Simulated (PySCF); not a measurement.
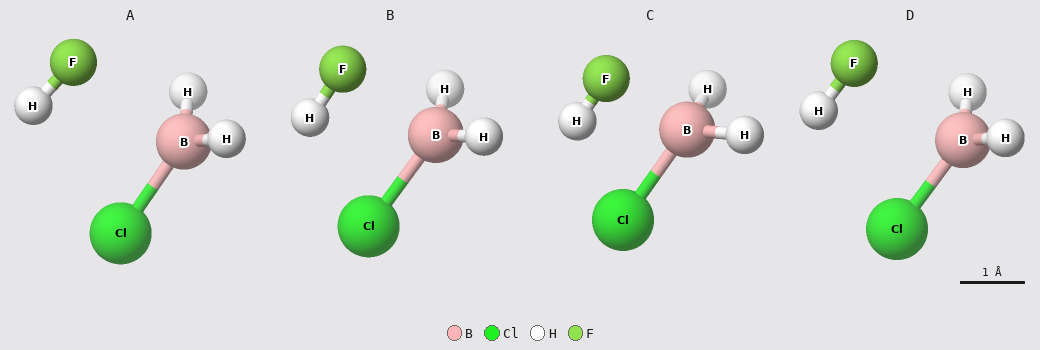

4 geometries from one relaxation of BH$_{3}$ClF (started from a transition state, displaced along its imaginary mode), in shuffled order. Style: ball-and-stick. Shown at a tilt.

Computed with PySCF 2.14.0, RKS PBE0-D4/def2-TZVP, density fitting. 

Question: Order the frames from highest to lowest energy.

Answer: C, B, D, A. They are steps 0, 2, 6, 19, at +105.8 kJ/mol, +6.15 kJ/mol, +3.39 kJ/mol relative to the last. Over 19 geometry steps the energy falls by 105.8 kJ/mol. The atom that moves furthest after the best rigid fit is an H atom (0.49 Å). By element the largest moves are H 0.49 Å, Cl 0.39 Å, F 0.36 Å, B 0.36 Å. Among the contacts that change: Cl–H 1.893 → 2.706 Å, B–F 1.660 → 2.365 Å, Cl–F 2.420 → 3.056 Å, F–H 0.814 → 0.925 Å. Bond angles that change, for instance: H–B–H 113.1° → 124.6°. The run took 2.5 min on 4 threads of Intel Xeon @ 2.50GHz (shared host).
